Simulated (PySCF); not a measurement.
**Geometry relaxation, with input and output: C$_{2}$H$_{3}$Al (part 2 of 2)**

Continued. System: C$_{2}$H$_{3}$Al. Method: B3LYP/6-31G**, RKS, sfX2C (PySCF 2.14.0). The atoms were displaced at random from an optimised geometry.

Geometry of the input (Å):
```
C  -0.7667  -1.6489  -0.3147
C  -0.1654  -0.5782  -0.1237
Al 0.4838  1.1574  0.2455
H  -1.2450  -2.5426  -0.4494
H  1.3533  1.7742  -1.0469
H  0.4195  1.9002  1.5988
```

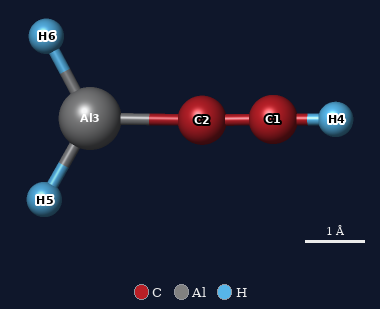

Figure 1. The geometry at step 5 of the log (ball-and-stick view, seen on its broad side; atoms are numbered from 1 in the order of the input).

## Output, continued
```
Geometry optimization cycle 7
Cartesian coordinates (Angstrom)
 Atom        New coordinates             dX        dY        dZ
   C  -0.773251  -1.631767  -0.282484    0.000756  0.001155 -0.000052
   C  -0.231272  -0.553980  -0.104225   -0.026861  0.014462  0.005990
  Al   0.564192   1.157613   0.173050   -0.004185  0.005999 -0.001473
   H  -1.233972  -2.580358  -0.445872    0.017385 -0.006607 -0.006129
   H   1.362611   1.826191  -1.016653    0.004645 -0.011937 -0.003734
   H   0.390023   1.845454   1.584771    0.008023 -0.002376  0.004445
converged SCF energy = -320.797637586871
--------------- DFsfX2C1eRKS_Scanner gradients ---------------
         x                y                z
0 C    -0.0008906856    -0.0000378143     0.0002336820
1 C     0.0006185248    -0.0004054431     0.0000582416
2 Al     0.0002832286     0.0010015622     0.0001931185
3 H     0.0003582142     0.0002399894    -0.0001301278
4 H    -0.0000688399    -0.0002611435    -0.0002846258
5 H    -0.0003013127    -0.0005401674    -0.0000561978
----------------------------------------------
cycle 7: E = -320.797637587  dE = -5.39583e-05  norm(grad) = 0.00180634
Step    6 : Displace = 1.670e-02/3.111e-02 (rms/max) Trust = 1.203e-01 (+) Grad = 7.374e-04/1.059e-03 (rms/max) E (change) = -320.7976375869 (-5.396e-05) Quality = 1.207
Hessian Eigenvalues: 3.53710e-02 5.00000e-02 5.00000e-02 ... 2.53102e-01 4.41015e-01 9.17013e-01

Geometry optimization cycle 8
Cartesian coordinates (Angstrom)
 Atom        New coordinates             dX        dY        dZ
   C  -0.772671  -1.632875  -0.284110    0.000580 -0.001108 -0.001626
   C  -0.243161  -0.549312  -0.103749   -0.011890  0.004668  0.000476
  Al   0.561892   1.157838   0.172246   -0.002299  0.000225 -0.000804
   H  -1.228256  -2.584441  -0.446864    0.005716 -0.004083 -0.000992
   H   1.365240   1.825022  -1.014962    0.002629 -0.001170  0.001691
   H   0.395272   1.847367   1.584689    0.005249  0.001913 -0.000081
converged SCF energy = -320.797654801078
--------------- DFsfX2C1eRKS_Scanner gradients ---------------
         x                y                z
0 C    -0.0004378763     0.0001095550     0.0001739733
1 C     0.0002045750    -0.0002982719     0.0002368230
2 Al     0.0002935512     0.0007163581    -0.0001168516
3 H     0.0001826316     0.0000237289    -0.0001413246
4 H    -0.0000033031    -0.0001309272    -0.0001766884
5 H    -0.0002409132    -0.0004234373     0.0000405582
----------------------------------------------
cycle 8: E = -320.797654801  dE = -1.72142e-05  norm(grad) = 0.00117267
Step    7 : Displace = 6.656e-03/1.280e-02 (rms/max) Trust = 1.702e-01 (+) Grad = 4.787e-04/7.829e-04 (rms/max) E (change) = -320.7976548011 (-1.721e-05) Quality = 1.464
Hessian Eigenvalues: 2.98097e-02 4.99976e-02 5.00000e-02 ... 2.51743e-01 4.43375e-01 9.17210e-01

Geometry optimization cycle 9
Cartesian coordinates (Angstrom)
 Atom        New coordinates             dX        dY        dZ
   C  -0.771283  -1.634554  -0.287815    0.001388 -0.001679 -0.003705
   C  -0.253138  -0.545881  -0.105333   -0.009977  0.003431 -0.001583
  Al   0.558643   1.157059   0.173314   -0.003250 -0.000779  0.001068
   H  -1.223887  -2.588291  -0.447908    0.004369 -0.003850 -0.001044
   H   1.365926   1.822310  -1.011822    0.000686 -0.002712  0.003140
   H   0.402156   1.853570   1.584246    0.006885  0.006203 -0.000444
converged SCF energy = -320.797665726216
--------------- DFsfX2C1eRKS_Scanner gradients ---------------
         x                y                z
0 C     0.0000079044     0.0001429661     0.0000132826
1 C    -0.0000257729    -0.0000624364     0.0001712870
2 Al     0.0001053429     0.0002082192    -0.0002291034
3 H    -0.0000169956    -0.0001255026    -0.0000568445
4 H    -0.0000202302    -0.0000774278     0.0000272015
5 H    -0.0000517102    -0.0000900324     0.0000922404
----------------------------------------------
cycle 9: E = -320.797665726  dE = -1.09251e-05  norm(grad) = 0.000455219
Step    8 : Displace = 6.856e-03/1.063e-02 (rms/max) Trust = 2.407e-01 (+) Grad = 1.858e-04/3.270e-04 (rms/max) E (change) = -320.7976657262 (-1.093e-05) Quality = 1.136
Hessian Eigenvalues: 3.24206e-02 4.99870e-02 5.00000e-02 ... 2.48750e-01 4.45279e-01 9.17201e-01

Geometry optimization cycle 10
Cartesian coordinates (Angstrom)
 Atom        New coordinates             dX        dY        dZ
   C  -0.771084  -1.635128  -0.288758    0.000199 -0.000573 -0.000943
   C  -0.252746  -0.546475  -0.106721    0.000393 -0.000594 -0.001388
  Al   0.558660   1.156193   0.173508    0.000017 -0.000866  0.000194
   H  -1.224785  -2.588457  -0.447350   -0.000898 -0.000167  0.000558
   H   1.365884   1.823638  -1.010836   -0.000042  0.001328  0.000986
   H   0.402604   1.854783   1.583327    0.000447  0.001213 -0.000919
converged SCF energy = -320.797666574918
--------------- DFsfX2C1eRKS_Scanner gradients ---------------
         x                y                z
0 C     0.0000052003     0.0000361319    -0.0000440016
1 C    -0.0000150095    -0.0000170265     0.0001092405
2 Al     0.0000082854    -0.0000006508    -0.0000708655
3 H    -0.0000052800    -0.0000330470    -0.0000022949
4 H     0.0000077658     0.0000121359     0.0000102605
5 H    -0.0000022732    -0.0000023594     0.0000156214
----------------------------------------------
cycle 10: E = -320.797666575  dE = -8.48702e-07  norm(grad) = 0.000150004
Step    9 : Displace = 1.320e-03/1.734e-03 (rms/max) Trust = 3.000e-01 (+) Grad = 6.124e-05/1.116e-04 (rms/max) E (change) = -320.7976665749 (-8.487e-07) Quality = 1.103
Hessian Eigenvalues: 3.27891e-02 4.84990e-02 5.00000e-02 ... 2.37214e-01 4.40552e-01 9.17250e-01

Geometry optimization cycle 11
Cartesian coordinates (Angstrom)
 Atom        New coordinates             dX        dY        dZ
   C  -0.770959  -1.635095  -0.289175    0.000125  0.000032 -0.000417
   C  -0.252220  -0.546567  -0.107550    0.000526 -0.000093 -0.000829
  Al   0.558664   1.156170   0.173510    0.000004 -0.000023  0.000002
   H  -1.225090  -2.588254  -0.447313   -0.000305  0.000204  0.000037
   H   1.365730   1.823680  -1.010890   -0.000154  0.000043 -0.000055
   H   0.402514   1.854994   1.583158   -0.000089  0.000211 -0.000168
converged SCF energy = -320.797666654617
--------------- DFsfX2C1eRKS_Scanner gradients ---------------
         x                y                z
0 C    -0.0000021239     0.0000149332    -0.0000485164
1 C     0.0000096126    -0.0000110030     0.0000621137
2 Al    -0.0000146330    -0.0000135004    -0.0000158857
3 H    -0.0000008964    -0.0000065480     0.0000121336
4 H    -0.0000008793    -0.0000005971     0.0000069363
5 H     0.0000077008     0.0000115908     0.0000010564
----------------------------------------------
cycle 11: E = -320.797666655  dE = -7.96994e-08  norm(grad) = 8.79579e-05
Step   10 : Displace = 4.144e-04/7.847e-04 (rms/max) Trust = 3.000e-01 (=) Grad = 3.591e-05/6.381e-05 (rms/max) E (change) = -320.7976666546 (-7.970e-08) Quality = 0.979
Hessian Eigenvalues: 3.27891e-02 4.84990e-02 5.00000e-02 ... 2.37214e-01 4.40552e-01 9.17250e-01
Converged! =D

converged: True
C          -0.77095866       -1.63509549       -0.28917486
C          -0.25221995       -0.54656744       -0.10755021
Al          0.55866419        1.15617042        0.17350971
H          -1.22508959       -2.58825363       -0.44731285
H           1.36572972        1.82368044       -1.01089039
H           0.40251439        1.85499350        1.58315835
converged SCF energy = -320.797666654698
E = -320.7976666547 Eh
```

## Trajectory as extended XYZ (Å, eV, eV/Å), 11 frames, from step=0 to step=10
```
6
Properties=species:S:1:pos:R:3:forces:R:3 step=0 energy=-8729.15308
C    -0.7667   -1.6489   -0.3147    2.0678   3.6636   0.6674
C    -0.1654   -0.5782   -0.1237   -1.5089  -2.0878  -0.0721
Al    0.4838    1.1574    0.2455    1.1619   0.2913  -1.5433
H    -1.2450   -2.5426   -0.4494   -0.9338  -1.8236  -0.3509
H     1.3533    1.7742   -1.0469   -0.5803  -0.1831   0.8371
H     0.4195    1.9002    1.5988   -0.2073   0.1389   0.4618
6
Properties=species:S:1:pos:R:3:forces:R:3 step=1 energy=-8729.30666
C    -0.7760   -1.6387   -0.2842   -0.0214  -0.2369  -0.0143
C    -0.1383   -0.6149   -0.1187    0.0750   0.1360   0.0978
Al    0.6336    1.0962    0.1942   -0.1566   0.4420  -0.4304
H    -1.3108   -2.5528   -0.4222   -0.0020   0.0240  -0.0260
H     1.3311    1.9091   -0.9954    0.0352  -0.2732   0.1555
H     0.3394    1.8626    1.5358    0.0695  -0.0914   0.2170
6
Properties=species:S:1:pos:R:3:forces:R:3 step=2 energy=-8729.30751
C    -0.7772   -1.6377   -0.2738   -0.5734  -1.2374  -0.1774
C    -0.1947   -0.5840   -0.1366    0.2390   0.8622  -0.0137
Al    0.5269    1.1657    0.1129    0.1330  -0.1974   0.6317
H    -1.2712   -2.5919   -0.4007    0.2550   0.4878   0.0730
H     1.3932    1.8962   -0.9524    0.0740   0.1013  -0.4095
H     0.4016    1.8136    1.5598   -0.1272  -0.0164  -0.1037
6
Properties=species:S:1:pos:R:3:forces:R:3 step=3 energy=-8729.34259
C    -0.7753   -1.6379   -0.2833    0.0683  -0.0504  -0.0103
C    -0.1836   -0.5828   -0.1232   -0.1636   0.0007   0.0130
Al    0.5579    1.1497    0.1623    0.1123   0.0370   0.0826
H    -1.2692   -2.5758   -0.4258    0.0331   0.0710   0.0039
H     1.3641    1.8605   -0.9949   -0.0130  -0.0119  -0.0540
H     0.3850    1.8482    1.5745   -0.0371  -0.0464  -0.0351
6
Properties=species:S:1:pos:R:3:forces:R:3 step=4 energy=-8729.34529
C    -0.7737   -1.6340   -0.2840    0.0717  -0.0329  -0.0102
C    -0.1894   -0.5770   -0.1157   -0.0994   0.0445   0.0446
Al    0.5683    1.1479    0.1745    0.0375   0.0228  -0.0327
H    -1.2615   -2.5711   -0.4356   -0.0148  -0.0093  -0.0062
H     1.3547    1.8438   -1.0074    0.0086  -0.0017  -0.0008
H     0.3805    1.8525    1.5778   -0.0038  -0.0232   0.0052
6
Properties=species:S:1:pos:R:3:forces:R:3 step=5 energy=-8729.34695
C    -0.7740   -1.6329   -0.2824    0.0782   0.0047  -0.0091
C    -0.2044   -0.5684   -0.1102   -0.0743   0.0318   0.0239
Al    0.5684    1.1516    0.1745    0.0166  -0.0096  -0.0528
H    -1.2514   -2.5738   -0.4397   -0.0270  -0.0283  -0.0026
H     1.3580    1.8381   -1.0129   -0.0014  -0.0048   0.0246
H     0.3820    1.8478    1.5803    0.0078   0.0064   0.0156
6
Properties=species:S:1:pos:R:3:forces:R:3 step=6 energy=-8729.34842
C    -0.7733   -1.6318   -0.2825    0.0458   0.0019  -0.0120
C    -0.2313   -0.5540   -0.1042   -0.0318   0.0208  -0.0030
Al    0.5642    1.1576    0.1731   -0.0146  -0.0515  -0.0099
H    -1.2340   -2.5804   -0.4459   -0.0184  -0.0123   0.0067
H     1.3626    1.8262   -1.0167    0.0035   0.0134   0.0146
H     0.3900    1.8455    1.5848    0.0155   0.0278   0.0029
6
Properties=species:S:1:pos:R:3:forces:R:3 step=7 energy=-8729.34889
C    -0.7727   -1.6329   -0.2841    0.0225  -0.0056  -0.0089
C    -0.2432   -0.5493   -0.1037   -0.0105   0.0153  -0.0122
Al    0.5619    1.1578    0.1722   -0.0151  -0.0368   0.0060
H    -1.2283   -2.5844   -0.4469   -0.0094  -0.0012   0.0073
H     1.3652    1.8250   -1.0150    0.0002   0.0067   0.0091
H     0.3953    1.8474    1.5847    0.0124   0.0218  -0.0021
6
Properties=species:S:1:pos:R:3:forces:R:3 step=8 energy=-8729.34919
C    -0.7713   -1.6346   -0.2878   -0.0004  -0.0074  -0.0007
C    -0.2531   -0.5459   -0.1053    0.0013   0.0032  -0.0088
Al    0.5586    1.1571    0.1733   -0.0054  -0.0107   0.0118
H    -1.2239   -2.5883   -0.4479    0.0009   0.0065   0.0029
H     1.3659    1.8223   -1.0118    0.0010   0.0040  -0.0014
H     0.4022    1.8536    1.5842    0.0027   0.0046  -0.0047
6
Properties=species:S:1:pos:R:3:forces:R:3 step=9 energy=-8729.34921
C    -0.7711   -1.6351   -0.2888   -0.0003  -0.0019   0.0023
C    -0.2527   -0.5465   -0.1067    0.0008   0.0009  -0.0056
Al    0.5587    1.1562    0.1735   -0.0004   0.0000   0.0036
H    -1.2248   -2.5885   -0.4474    0.0003   0.0017   0.0001
H     1.3659    1.8236   -1.0108   -0.0004  -0.0006  -0.0005
H     0.4026    1.8548    1.5833    0.0001   0.0001  -0.0008
6
Properties=species:S:1:pos:R:3:forces:R:3 step=10 energy=-8729.34921
C    -0.7710   -1.6351   -0.2892    0.0001  -0.0008   0.0025
C    -0.2522   -0.5466   -0.1076   -0.0005   0.0006  -0.0032
Al    0.5587    1.1562    0.1735    0.0008   0.0007   0.0008
H    -1.2251   -2.5883   -0.4473    0.0000   0.0003  -0.0006
H     1.3657    1.8237   -1.0109    0.0000   0.0000  -0.0004
H     0.4025    1.8550    1.5832   -0.0004  -0.0006  -0.0001
```

## Results in brief

- outcome: converged
- total energy: −320.797667 hartree
- basis functions: 61
- HOMO: −7.49 eV
- LUMO: −1.94 eV
- dipole moment: 0.72 D
- hardware: 1 thread of Intel Xeon @ 2.50GHz (Skylake/Cascade Lake), 189 GiB of memory available, shared host
- wall time: 98 s
- peak memory: 0.61 GiB
